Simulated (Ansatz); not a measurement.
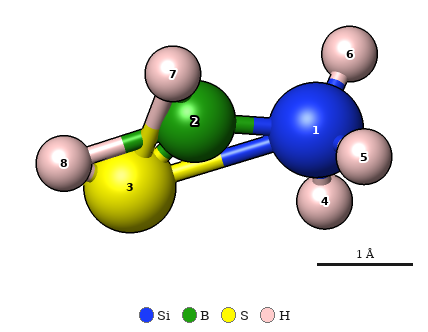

**Figure 1.** The structure as given in the input (ball-and-stick view, seen at a tilt; atoms are numbered from 1 in the order of the input).

Single-point calculation, with input and output: BSiH$_{5}$S

System: BSiH$_{5}$S.
Method: RKS r2SCANh-d4/def2-SVP (Ansatz 0.2.0).

Some settings of this run were made unusual or wrong on purpose. The geometry comes from this level: PBE0-D4/def2-TZVP. Figures and captions count atoms from 1; the log counts them from 0 in places.

Input file:
```yaml
crystal:
  periodic: [false, false, false]
  atoms:
    - {symbol: Si, position_ang: [-0.374781, 0.605408, -0.408206]}
    - {symbol: B, position_ang: [0.314796, -0.187088, 0.362664]}
    - {symbol: S, position_ang: [0.255169, -1.212217, 0.300679]}
    - {symbol: H, position_ang: [-0.915505, 0.035125, -0.929110]}
    - {symbol: H, position_ang: [0.167295, 1.025172, -1.087854]}
    - {symbol: H, position_ang: [-0.877276, 1.246275, 0.087144]}
    - {symbol: H, position_ang: [0.914190, 0.127756, 0.768714]}
    - {symbol: H, position_ang: [0.889448, -1.436892, 0.811843]}
basis:
  gaussian: {orbitals: def2-SVP}
hamiltonian: {xc: {name: r2SCANh}, dispersion: d4}
output: {forces: true}
```

Hardware: 2 threads of Arm Neoverse V1, 23 GiB of memory available, shared host.

Launched with:
```bash
ansatz run in.yaml --threads 2 --pin off --events-out ev --progress --plain --max-ram 4352MiB
```

Log:
```
Functional definition: r2SCANh
  name "r2SCANh"
  cite "Bursch, Neugebauer, Ehlert & Grimme, J. Chem. Phys. 156, 134105 (2022) doi:10.1063/5.0086040"
  cite "Furness, Kaplan, Ning, Perdew & Sun, J. Phys. Chem. Lett. 11, 8208 (2020) doi:10.1021/acs.jpclett.0c02405"
  cite "Furness, Kaplan, Ning, Perdew & Sun, J. Phys. Chem. Lett. 11, 9248 (2020) doi:10.1021/acs.jpclett.0c03077"
  parent r2scan
  parameter a = 0.1
  parameter k0 = 0.174
  parameter k1 = 0.065
  parameter a1 = 4.9479
  exchange = (1 - a)*r2scan_x(k0 = k0, k1 = k1, a1 = a1) + a*exact_x
  correlation = r2scan_c
723 factors; integrals over basis functions are off by at most 4.0e-4 eV
mean field evaluation 1: about -19375.8812 eV, gradient 7.6e1 eV
mean field evaluation 2: about -19364.4965 eV, gradient 1.0e2 eV
mean field evaluation 4: about -19390.9068 eV, gradient 2.2e0 eV
mean field evaluation 8: about -19390.9686 eV, gradient 1.2e-1 eV
mean field evaluation 16: about -19390.9686 eV, gradient 1.2e-5 eV
mean field -19390.96862005 eV, -712.6049531161 hartree, gradient 1.2e-5 eV, S^2 0.000000; 0 other end points of the search recorded, 0 dependent functions left out
the calculation of the forces begins
reference -19390.96862775 eV, -712.6049533991 hartree; 20, 20 occupied and 55, 55 virtual orbitals, 723 factors
Total energy: -19391.00895633 eV, -712.6064354473 hartree
Atom 0 at    -0.374781     0.605408    -0.408206 Å, force    -2.063864    11.672154    -0.257590 eV/Å
Atom 1 at     0.314796    -0.187088     0.362664 Å, force     9.450663    90.854522    17.394458 eV/Å
Atom 2 at     0.255169    -1.212217     0.300679 Å, force   -48.539810  -113.371522   -39.837610 eV/Å
Atom 3 at    -0.915505     0.035125    -0.929110 Å, force   -23.156990   -22.150642   -21.460948 eV/Å
Atom 4 at     0.167295     1.025172    -1.087854 Å, force    19.500640    15.430575   -23.852548 eV/Å
Atom 5 at    -0.877276     1.246275     0.087144 Å, force   -19.552352    24.860620    18.268472 eV/Å
Atom 6 at     0.914190     0.127756     0.768714 Å, force    20.464121    12.653841    14.460404 eV/Å
Atom 7 at     0.889448    -1.436892     0.811843 Å, force    43.897591   -19.949548    35.285362 eV/Å
Dipole moment:     0.304786    -0.176044     0.291354 e Å
```

What the run reported:

- outcome: converged
- total energy: −19391.0090 eV
- mean-field energy: −19390.9686 eV
- dispersion energy: −0.0403 eV
- SCF solution under orbital rotations: stable
- largest force (length of the vector): 129.600 eV/Å
- dipole moment: 2.19 D
- wall time: 2.5 s (CPU time 4.5 s)
- peak memory: 0.35 GiB

What went wrong:

A setting was made wrong on purpose: squeeze. The program still converged, but the numbers can't be taken as results for the intended system.
